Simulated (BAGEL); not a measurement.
**ZnBHOF2 (SMILES [OH][Zn][B](F)F) at HF/6-31G(d) (density fitting with qzvpp-jkfit, spherical functions)**

Aim: the vertical singlet–triplet gap of ZnBHOF2 at HF/6-31G* (density fitting with qzvpp-jkfit, spherical functions), from 2 runs. 

The calculation is run with BAGEL 1.2.2.

5 further runs of the same task are left out: 4 that didn't finish, 1 set aside as unsound or not needed. Runs told in other sessions of the task aren't counted.

### 1 The molecule

ZnBHOF2: 6 atoms, total charge 0, spin state singlet. SMILES: `[OH][Zn][B](F)F`. The shape comes from GFN2-xTB, which is rough for such elements, and wasn't checked as a minimum.

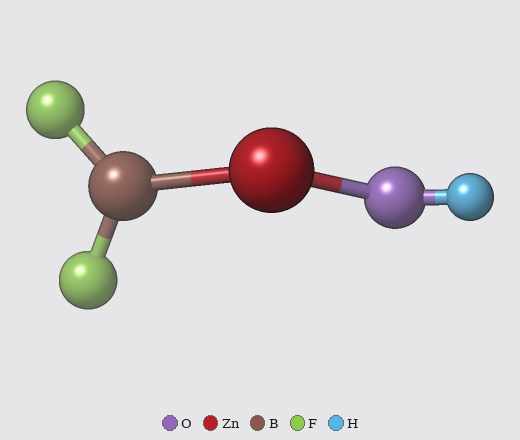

Viewed from a chosen angle; oxygen purple, zinc red, boron brown, fluorine green, hydrogen blue.

### 2 The energy at HF/6-31G(d) (density fitting with qzvpp-jkfit, spherical functions)

The input, job.json:

```json
{ "bagel": [

{
  "title": "molecule",
  "basis": "6-31gs.json",
  "df_basis": "qzvpp-jkfit",
  "angstrom": "true",
  "geometry": [
    { "atom": "O", "xyz": [      -1.403490,       0.588170,       1.335740 ] },
    { "atom": "Zn", "xyz": [      -0.001430,      -0.243410,       0.839310 ] },
    { "atom": "B", "xyz": [       0.936940,      -0.381760,      -0.956720 ] },
    { "atom": "F", "xyz": [       1.073220,      -1.449800,      -1.714030 ] },
    { "atom": "F", "xyz": [       1.388420,       0.698200,      -1.560530 ] },
    { "atom": "H", "xyz": [      -1.993650,       0.788590,       2.056230 ] }
  ]
},

{ "title": "hf" },

{ "title": "print", "file": "orbitals.molden", "orbitals": "true" }

]}
```

The basis set 6-31G* is read from a file made from the Basis Set Exchange's data (not shown).

Run with:

```sh
$ BAGEL_NUM_THREADS=1 BAGEL job.json > job.out
```

What it wrote:

```text
* using 1 threads per process

  ===============================================================
  ===============================================================

  *** Geometry ***

  { "atom" : "O", "xyz" : [     -2.652212,      1.111480,      2.524183 ] },
  { "atom" : "Zn", "xyz" : [     -0.002702,     -0.459978,      1.586066 ] },
  { "atom" : "B", "xyz" : [      1.770560,     -0.721422,     -1.807939 ] },
  { "atom" : "F", "xyz" : [      2.028092,     -2.739725,     -3.239047 ] },
  { "atom" : "F", "xyz" : [      2.623734,      1.319407,     -2.948974 ] },
  { "atom" : "H", "xyz" : [     -3.767452,      1.490219,      3.885712 ] },

  Number of auxiliary basis functions:      588

  Since a DF basis is specified, we compute 2- and 3-index integrals:
    o Being stored without compression. Storage requirement is 0.040 GB

  Number of basis functions:       92
  Number of electrons      :       62

    * METHOD: MOLECULE                             0.69

  *** RHF ***

  === Nuclear Repulsion ===
   302.9391446328

      * DIIS with orbital gradients will be used.

  === RHF iteration (6-31gs.json) ===
      0      -2076.22378021          0.02430758           0.20
      1      -2076.41128539          0.01857762           0.19
      2      -2076.59324073          0.00159988           0.19
      3      -2076.59510735          0.00081529           0.19
      4      -2076.59556286          0.00010765           0.19
      5      -2076.59557936          0.00003537           0.19
      6      -2076.59558071          0.00002036           0.19
      7      -2076.59558111          0.00000476           0.19
      8      -2076.59558115          0.00000208           0.19
      9      -2076.59558115          0.00000072           0.19
     10      -2076.59558115          0.00000032           0.19
     11      -2076.59558115          0.00000014           0.19
     12      -2076.59558115          0.00000006           0.19
     13      -2076.59558115          0.00000003           0.19
     14      -2076.59558115          0.00000001           0.19
     15      -2076.59558115          0.00000001           0.19
    * SCF iteration converged.

    * Permanent dipole moment:
           (   -0.149896,     0.506216,    -1.430960) a.u.

    * METHOD: HF                                   3.51

    * METHOD: PRINT                                0.03

  ===============================================================
```

It took 4.5 s on 1 thread of Arm Neoverse N1, shared host; peak memory 0.16 GiB.

### 3 The triplet

The input, input.json:

```json
{ "bagel" : [

{
  "title" : "molecule",
  "basis" : "6-31gs.json",
  "df_basis" : "qzvpp-jkfit",
  "angstrom" : "true",
  "geometry" : [
    { "atom" : "O", "xyz" : [      -1.403490,       0.588170,       1.335740 ] },
    { "atom" : "Zn", "xyz" : [      -0.001430,      -0.243410,       0.839310 ] },
    { "atom" : "B", "xyz" : [       0.936940,      -0.381760,      -0.956720 ] },
    { "atom" : "F", "xyz" : [       1.073220,      -1.449800,      -1.714030 ] },
    { "atom" : "F", "xyz" : [       1.388420,       0.698200,      -1.560530 ] },
    { "atom" : "H", "xyz" : [      -1.993650,       0.788590,       2.056230 ] }
  ]
},

{ "title" : "uhf", "nopen" : 2 },

{ "title" : "print", "file" : "orbitals.molden", "orbitals" : "true" }

]}
```

The basis set 6-31G* is read from a file made from the Basis Set Exchange's data (not shown).

Run with:

```sh
$ BAGEL_NUM_THREADS=1 BAGEL input.json > input.out
```

What it wrote:

```text
* using 1 threads per process

  ===============================================================
  ===============================================================

  *** Geometry ***

  { "atom" : "O", "xyz" : [     -2.652212,      1.111480,      2.524183 ] },
  { "atom" : "Zn", "xyz" : [     -0.002702,     -0.459978,      1.586066 ] },
  { "atom" : "B", "xyz" : [      1.770560,     -0.721422,     -1.807939 ] },
  { "atom" : "F", "xyz" : [      2.028092,     -2.739725,     -3.239047 ] },
  { "atom" : "F", "xyz" : [      2.623734,      1.319407,     -2.948974 ] },
  { "atom" : "H", "xyz" : [     -3.767452,      1.490219,      3.885712 ] },

  Number of auxiliary basis functions:      588

  Since a DF basis is specified, we compute 2- and 3-index integrals:
    o Being stored without compression. Storage requirement is 0.040 GB

  Number of basis functions:       92
  Number of electrons      :       62

    * METHOD: MOLECULE                             0.70

  *** Open-shell HF ***

  === Nuclear Repulsion ===
   302.9391446328

      * DIIS with orbital gradients will be used.

  === UHF iteration (6-31gs.json) ===
      0      -2076.01137530          0.04733298           0.39
      1      -2076.17920879          0.04139524           0.39
      2      -2076.30648037          0.02908571           0.39
      3      -2076.43450430          0.00219812           0.39
      4      -2076.43994886          0.00142486           0.39
      5      -2076.44228897          0.00079390           0.39
      6      -2076.44375473          0.00051528           0.39
      7      -2076.44462475          0.00035587           0.39
      8      -2076.44511262          0.00024005           0.39
      9      -2076.44538644          0.00013450           0.39
     10      -2076.44546827          0.00007434           0.39
     11      -2076.44548718          0.00004250           0.38
     12      -2076.44549290          0.00002218           0.39
     13      -2076.44549419          0.00001150           0.39
     14      -2076.44549444          0.00000578           0.39
     15      -2076.44549450          0.00000329           0.39
     16      -2076.44549453          0.00000202           0.39
     17      -2076.44549454          0.00000116           0.39
     18      -2076.44549455          0.00000073           0.39
     19      -2076.44549455          0.00000049           0.38
     20      -2076.44549455          0.00000034           0.39
     21      -2076.44549455          0.00000021           0.39
     22      -2076.44549455          0.00000014           0.38
     23      -2076.44549455          0.00000008           0.39
     24      -2076.44549455          0.00000004           0.39
     25      -2076.44549455          0.00000003           0.39
     26      -2076.44549455          0.00000001           0.39
     27      -2076.44549455          0.00000001           0.39
    * SCF iteration converged.

    * S^2 (UHF) is 2.0055

    * Permanent dipole moment:
           (    0.011420,     0.343751,    -0.248312) a.u.

    * METHOD: UHF                                 11.31

    * METHOD: PRINT                                0.03

  ===============================================================
```

Run time: 12 s. Hardware: 1 thread of Arm Neoverse N1, shared host; peak memory 0.16 GiB.

### 4 What came out

At HF/6-31G* (density fitting with qzvpp-jkfit, spherical functions):

```
                                        quantity           value
                           singlet: total energy  -2076.59558 Eh
                          singlet: dipole moment          3.88 D
                            singlet: HOMO energy       -11.08 eV
                            singlet: LUMO energy         0.99 eV
                          singlet: HOMO–LUMO gap        12.07 eV
                           triplet: total energy  -2076.44549 Eh
                          triplet: dipole moment          1.08 D
                                   triplet: ⟨S²⟩           2.006
vertical energy of the triplet above the singlet        4.084 eV
```

In words: At this shape the triplet lies 4.08 eV (94 kcal/mol) above the singlet.
